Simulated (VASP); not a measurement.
Band structure of CaO (space group Fm-3m). Level of theory: PBE GGA, VASP's PBE PAW potentials (set 64) (plane waves; VASP).

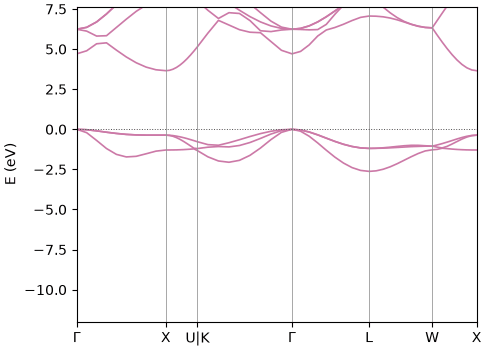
Fig. 1. Bands along high-symmetry lines, zero at the valence-band maximum or, without a gap, the Fermi level

**Question.** Read the plot: is there a gap, and where are the band edges?

**Answer.** The gap is indirect, 3.65 eV, from the valence maximum at Γ to the conduction minimum at X.

The structure is a typed CaO crystal (Fm-3m). The cell was not relaxed at this level.
